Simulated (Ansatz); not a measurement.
**BFGeO (SMILES O=[B][Ge][F]): density, localisation and related maps**

Input file:

```
crystal:
  periodic: [false, false, false]
  atoms:
    - symbol: B
      position_ang: [0.947412, 0.514116, 0.480560]
    - symbol: F
      position_ang: [-1.116318, 0.745923, 2.457074]
    - symbol: Ge
      position_ang: [-0.517624, -0.643413, 1.563062]
    - symbol: O
      position_ang: [1.792699, 1.091096, -0.166554]
basis:
  gaussian: {orbitals: def2-TZVPD}
hamiltonian: {xc: {name: PBE0}}
output: {forces: true, orbitals: {seedname: orbitals}}
```

Launched as:

```sh
ansatz run input.yaml --threads 1 --pin off --max-ram 2610MiB --events-out events.jsonl --progress --plain --runs-dir runs
```

Geometry: r2SCAN-D4/def2-SVP.

Computed with Ansatz 0.2.0, isolated molecule in a Gaussian basis; Kohn-Sham density functional theory, functional PBE0.

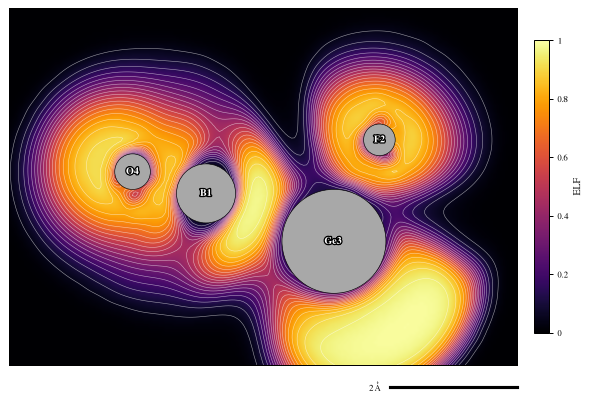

Figure 1. ELF on the molecular plane. Grey discs cover the atomic cores.

**What do the fields say about this system?**

The section cuts through B, F, Ge and O sites.
B–O (1.21 Å): the ELF peaks at about 0.85 between the atoms, as expected for a short, strongly polar bond.
Ge–F (1.76 Å): the ELF peaks at about 0.80 in the valence shell of F, 0.5 Å from its nucleus, and is about 0.20 at the midpoint.
Ge–B (2.16 Å): the ELF peaks at about 1 in the valence shell of B, 0.8 Å from its nucleus, and is about 0.85 at the midpoint.
The ELF also peaks beside O4 and F2, away from the bonds: lone-pair regions.

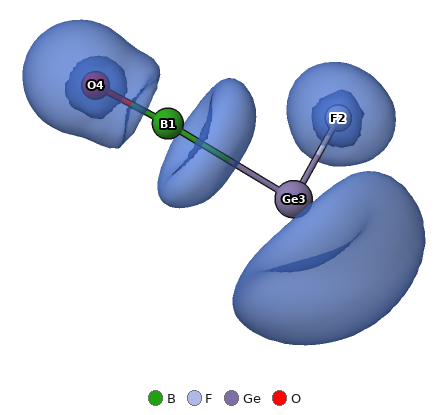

Figure 2. Isosurface of the electron localisation function at 0.75 (blue), seen at an oblique angle. Only the valence region is drawn (cores and ρ < 0.01 e/Å³ removed).

**What do the ELF domains correspond to?**

At this value the surface marks out one lobe of the valence shell of B pointing towards Ge (polar bonds), one region on O in which the atom's valence shell and bonds are merged, one lobe on Ge, pointing away from the bonds (lone pairs) and one region wrapped around F (its valence shell).

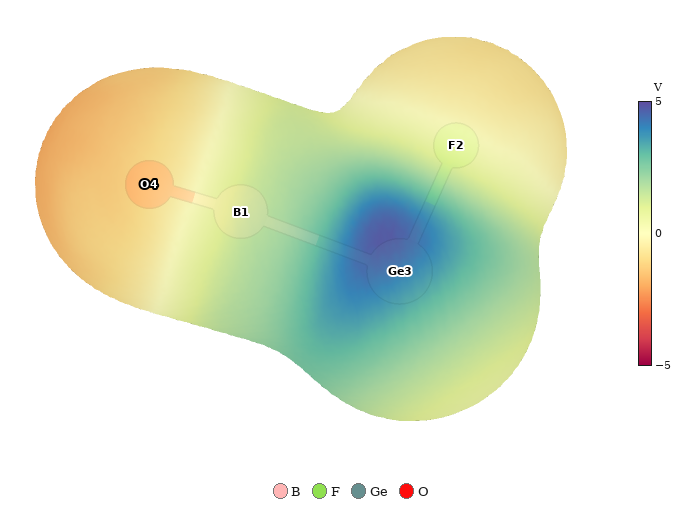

Figure 3. The molecular electrostatic potential painted on the density surface at 0.004 e/bohr³, seen across its widest extent; red is negative and blue positive.

**Where is the surface potential most negative and most positive?**

The most negative region (about −1.9 V) lies over O4, the most positive (about +4.7 V) over Ge3. O4 is the likeliest acceptor of a hydrogen bond.

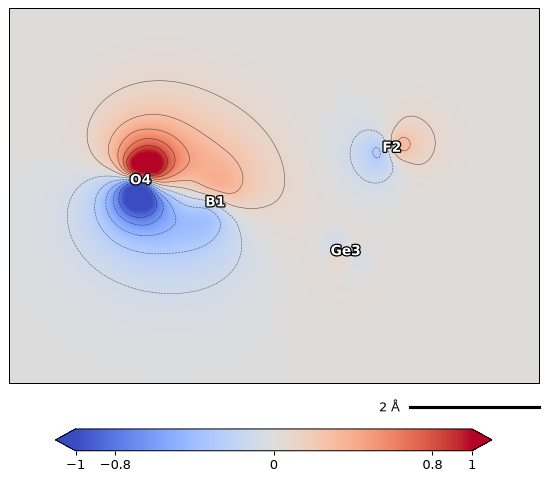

Figure 4. The HOMO−1 on the molecular plane (values in Å⁻³ᐟ²; the overall sign is arbitrary).

**What is the character of this orbital?**

It lies mainly on O4 (about 70 %) and B1 (about 25 %); it is symmetric in the molecular plane (an in-plane orbital: σ, lone-pair or in-plane π type). Its energy is −10.11 eV.
